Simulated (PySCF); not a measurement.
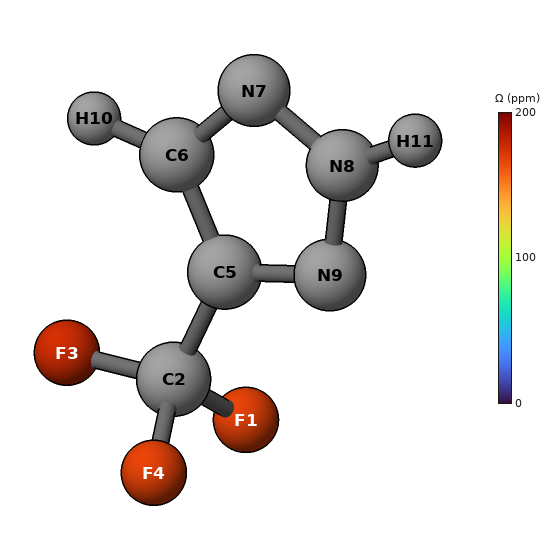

The F atoms are coloured by the span of their shielding tensor. The computed structure is the end point of a GFN2-xTB optimisation. No frequency run is at hand to confirm it as a minimum. Method: GIAO PBE0/pcSseg-1 NMR shielding, non-relativistic, gas phase (PySCF 2.14.0). Principal shieldings σ11 ≤ σ22 ≤ σ33, span Ω = σ33 − σ11, skew κ = 3(σiso − σ22)/Ω.

Give the shielding tensors of the F atoms.

```json
{"atom": "F1, F4", "σ11": "160.3", "σ22": "232.5", "σ33": "328.2", "σiso": "240.3", "Ω": "167.9", "κ": "0.14"}
{"atom": "F3", "σ11": "180.6", "σ22": "241.6", "σ33": "356.9", "σiso": "259.7", "Ω": "176.4", "κ": "0.31"}
```

Shieldings and span in ppm.
